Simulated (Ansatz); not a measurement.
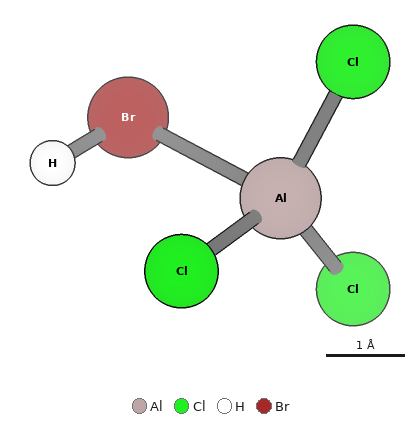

Figure 1. The starting structure (ball-and-stick view, seen at an oblique angle). Sticks mark near contacts. Bond lengths as drawn: Al–Br 2.70 Å, Al–Cl 2.09 to 2.10 Å and Br–H 1.43 Å.

Nudged elastic band of AlHBrCl3

- system: AlHBrCl3
- method: RKS PBE0-D4/def2-SVP (Ansatz 0.2.0)

The run did not end well.

**What the program printed**
```
Functional definition: PBE0
  name "PBE0"
  cite "Adamo & Barone, J. Chem. Phys. 110, 6158 (1999) doi:10.1063/1.478522"
  cite "Perdew, Burke & Ernzerhof, Phys. Rev. Lett. 77, 3865 (1996) doi:10.1103/PhysRevLett.77.3865"
  parent pbe
  parameter a = 0.25
  parameter kappa = 0.804
  parameter beta = 0.06672455060314922
  exchange = (1 - a)*pbe_x(kappa = kappa, mu = beta*pi^2/3) + a*exact_x
  correlation = pbe_c(beta = beta)
1069 factors; integrals over basis functions are off by at most 2.5e-4 eV
mean field evaluation 1: about -114186.9014 eV, gradient 1.9e1 eV
mean field evaluation 2: about -114187.0247 eV, gradient 1.8e1 eV
mean field evaluation 4: about -114187.8338 eV, gradient 4.5e-1 eV
mean field evaluation 8: about -114187.8457 eV, gradient 2.5e-2 eV
mean field -114187.84567014 eV, -4196.3259290759 hartree, gradient 2.8e-5 eV, S^2 0.000000; 0 other end points of the search recorded, 0 dependent functions left out
the calculation of the forces begins
reference -114187.84569684 eV, -4196.3259300570 hartree; 50, 50 occupied and 59, 59 virtual orbitals, 1069 factors
1071 factors; integrals over basis functions are off by at most 9.9e-4 eV
mean field evaluation 16: about -114187.0174 eV, gradient 1.7e1 eV
mean field -114187.86228456 eV, -4196.3265396446 hartree, gradient 3.1e-5 eV, S^2 0.000000; 0 other end points of the search recorded, 0 dependent functions left out
[... from here on the field's lines of each further geometry are left out, up to the last ...]
WARN: NEB end point (image 0): max|allowed force component| = 1.277e-1 eV/Å (the criterion of neb.relax_end_points is 1.000e-2). That is over neb.f_tol: it is no minimum, so the barrier can be far off. Relax it first
WARN: NEB end point (image 6): max|allowed force component| = 1.799e-1 eV/Å (the criterion of neb.relax_end_points is 1.000e-2). That is over neb.f_tol: it is no minimum, so the barrier can be far off. Relax it first
NEB iter   1: max|band force component| = 2.260e0 eV/Å  barrier→ = 1.5976 eV  barrier← = 1.6147 eV  Δτ_max = 0.2000 Å  (173 SCF iters)
NEB iter   2: max|band force component| = 3.212e0 eV/Å  barrier→ = 0.9024 eV  barrier← = 0.9194 eV  Δτ_max = 0.1288 Å  (140 SCF iters)
the calculation of the forces begins
reference -114187.28332593 eV, -4196.3052633072 hartree; 50, 50 occupied and 59, 59 virtual orbitals, 1073 factors
these checks for a lower state are left out or cut short: starts, cluster_reference, orbital_swaps, neighbouring_geometries, increment
1071 factors; integrals over basis functions are off by at most 8.4e-4 eV
mean field -114187.83810167 eV, -4196.3256509396 hartree, gradient 6.6e-6 eV, S^2 0.000000; 0 other end points of the search recorded, 0 dependent functions left out
the calculation of the forces begins
reference -114187.83812740 eV, -4196.3256518854 hartree; 50, 50 occupied and 59, 59 virtual orbitals, 1071 factors
NEB iter   3: max|band force component| = 2.585e0 eV/Å  barrier→ = 0.7514 eV  barrier← = 0.7685 eV  Δτ_max = 0.2000 Å  (139 SCF iters)
```

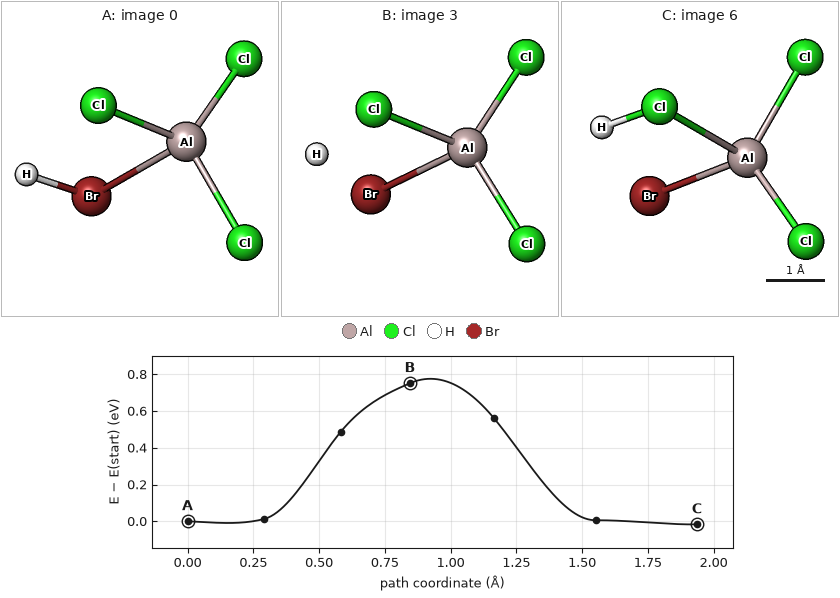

Figure 2. Images of the last band (counted from 0; ball-and-stick, seen at a tilt) above the energy along the path; the line is a cubic interpolation that uses the forces. The highest image is number 3, 0.751 eV above the start and 0.769 eV above the end; the end lies 0.017 eV below the start. The path is 1.94 Å long. The band had not converged after 3 iterations. The end points carry forces over 0.1 eV/Å, so they aren't fully relaxed minima and the barriers are approximate.

```
Error: NEB band did not converge after 3 iterations: max|band force component| = 2.58e0 eV/Å (threshold 5.0e-2); raise `neb.max_iterations` in a new run, which can start from the last band evaluated (`neb.initial_path`, with `crystal.atoms` and `neb.final_atoms` set to its first and last images), add images, or start from endpoints closer to local minima. Where this run's directory can be resumed (`checkpoint.write`), a resume goes on for up to `neb.max_iterations` more; to start a new run from the last band, take its images' positions from the `neb_iteration` event of iteration 3 (`data.images[].positions_ang`), in the event stream of the run that computed that iteration (not this run's, if it was resumed behind it). With `checkpoint.write`, `steps/00-neb/state/checkpoint.json` in the run directory holds the last saved band, under `neb.evaluated.images[].positions_ang` (a band under a hybrid functional on support functions is neither saved nor resumed: `neb.initial_path` says where its path is): check the last entry of `neb.iterations` there, which is earlier than 3 if that iteration was not saved or its write failed. If the band's step has no `state` directory and holds `state.next`, a write was cut short, and the file is under `state.next` instead (behind a loss of power it can be under `state.prev`)
a run's events are kept only if it was started with --events-out <file>, and are in that file
```

**The last band as extended XYZ (Å, eV, eV/Å)**
```
6
Properties=species:S:1:pos:R:3:forces:R:3 image=0 energy=-114188.06915
Al   -0.1473    0.5868   -0.5194   -0.0230   0.0096   0.0012
Cl    1.8447    0.0800   -0.9466    0.1277  -0.0696   0.0098
Cl   -1.6352   -0.0808   -1.8222   -0.1041  -0.0636  -0.0850
Cl   -0.5085    2.3258    0.5769   -0.0207   0.1145   0.0925
H     0.8953   -1.6759    1.2606    0.0647  -0.0063  -0.0241
Br   -0.4490   -1.2359    1.4507   -0.0445   0.0154   0.0055
6
Properties=species:S:1:pos:R:3:forces:R:3 image=1 energy=-114188.05687
Al   -0.2008    0.5616   -0.4691    0.2526  -0.0385  -0.0800
Cl    1.8186   -0.0274   -0.8267   -0.1331   0.0706  -0.0084
Cl   -1.6443   -0.0864   -1.8372   -0.0359  -0.0079  -0.0038
Cl   -0.5071    2.3426    0.5843   -0.0238   0.0179   0.0218
H     0.9603   -1.5382    1.0919   -0.6032   0.1313   0.1516
Br   -0.4269   -1.2523    1.4567    0.5433  -0.1735  -0.0812
6
Properties=species:S:1:pos:R:3:forces:R:3 image=2 energy=-114187.58370
Al   -0.2738    0.5319   -0.4050    0.2261  -0.0088  -0.0974
Cl    1.7641   -0.1226   -0.7055    0.0767  -0.0182  -0.0178
Cl   -1.6469   -0.0549   -1.8781    0.0249   0.0154   0.0864
Cl   -0.5053    2.3836    0.5528   -0.0230  -0.0869  -0.0156
H     1.1268   -1.5083    0.9837   -2.7414   0.7850   0.5001
Br   -0.4650   -1.2299    1.4520    2.4366  -0.6865  -0.4558
6
Properties=species:S:1:pos:R:3:forces:R:3 image=3 energy=-114187.31773
Al   -0.3050    0.4781   -0.3364    0.1968  -0.0849  -0.0073
Cl    1.7963   -0.1831   -0.6600   -0.2951  -0.4628   0.6028
Cl   -1.6114   -0.0787   -1.8756    0.0396   0.0220  -0.0019
Cl   -0.4678    2.3640    0.5595    0.0233  -0.0129  -0.0367
H     1.1562   -1.3766    0.8379   -2.1316   0.9664   0.0317
Br   -0.5685   -1.2038    1.4745    2.1670  -0.4278  -0.5886
6
Properties=species:S:1:pos:R:3:forces:R:3 image=4 energy=-114187.50967
Al   -0.3894    0.4372   -0.2557   -0.3457  -0.1857   0.3486
Cl    1.7784   -0.2932   -0.5411   -0.2335  -1.2305   1.3440
Cl   -1.5774   -0.0691   -1.9046    0.1287   0.0504  -0.0497
Cl   -0.4323    2.3767    0.5336    0.1029  -0.0048  -0.1047
H     1.2696   -1.2705    0.6781   -0.5156   1.4965  -1.2590
Br   -0.6490   -1.1811    1.4896    0.8633  -0.1259  -0.2792
6
Properties=species:S:1:pos:R:3:forces:R:3 image=5 energy=-114188.06359
Al   -0.5583    0.3750   -0.1140   -0.1333   0.0667  -0.0043
Cl    1.7705   -0.3567   -0.4737    0.2070   0.1761  -0.2739
Cl   -1.4924   -0.0545   -1.9408    0.0375  -0.0023   0.0659
Cl   -0.3551    2.3747    0.4808    0.0033  -0.0754  -0.0071
H     1.3628   -1.1345    0.4980    0.0074  -0.1936   0.1907
Br   -0.7276   -1.2042    1.5496   -0.1219   0.0285   0.0287
6
Properties=species:S:1:pos:R:3:forces:R:3 image=6 energy=-114188.08624
Al   -0.6409    0.3626   -0.0628   -0.0222  -0.0599   0.0706
Cl    1.7586   -0.3126   -0.5123    0.0467   0.1392  -0.1616
Cl   -1.4851   -0.0545   -1.9240   -0.0642  -0.0415  -0.1435
Cl   -0.3563    2.3565    0.4795    0.0266   0.1524   0.0498
H     1.6501   -1.1949    0.4236   -0.0203  -0.1698   0.1799
Br   -0.9265   -1.1572    1.5959    0.0333  -0.0205   0.0049
```

This output came from the following input.

**Input file**
```yaml
crystal:
  periodic: [false, false, false]
  atoms:
    - {symbol: Al, position_ang: [-0.147348, 0.586765, -0.519426]}
    - {symbol: Cl, position_ang: [1.844685, 0.080011, -0.946605]}
    - {symbol: Cl, position_ang: [-1.635180, -0.080827, -1.822250]}
    - {symbol: Cl, position_ang: [-0.508472, 2.325812, 0.576921]}
    - {symbol: H, position_ang: [0.895258, -1.675916, 1.260608]}
    - {symbol: Br, position_ang: [-0.449043, -1.235946, 1.450651]}
basis:
  gaussian: {orbitals: def2-SVP}
hamiltonian: {xc: pbe0, dispersion: d4}
neb:
  images: 5
  climbing: true
  max_iterations: 3
  initial_path: idpp
  final_atoms:
    - {symbol: Al, position_ang: [-0.649059, 0.350346, -0.046663]}
    - {symbol: Cl, position_ang: [1.753793, -0.272812, -0.550006]}
    - {symbol: Cl, position_ang: [-1.521880, -0.066507, -1.894628]}
    - {symbol: Cl, position_ang: [-0.393145, 2.344456, 0.508846]}
    - {symbol: H, position_ang: [1.681525, -1.165571, 0.379469]}
    - {symbol: Br, position_ang: [-0.871334, -1.190013, 1.602882]}
```

Command:
```bash
ansatz run in.yaml --threads 8 --pin off --events-out ev --progress --plain --max-ram 19148MiB
```

**What the run reported**

```csv
quantity,value
outcome,not converged
"barrier, forward (band not converged)",0.751 eV
"barrier, backward",0.768 eV
hardware,"8 threads of Arm Neoverse V1, 23 GiB of memory available, shared host"
wall time,20 s (CPU time 2.2 min)
peak memory,0.54 GiB
```

The input was spoiled on purpose: too few iterations. The run did not converge: “NEB band did not converge after 3 iterations: max|band force component| = 2.58e0 eV/Å (threshold 5.0e-2); raise `neb.max_iterations` in a new run, which can start from the last band evaluated (`neb.initial_path`, with `crystal.atoms` and `neb.final_atoms` set to its first and last images), add images, or start from endpoints closer to local minima …” Its last values are not results.
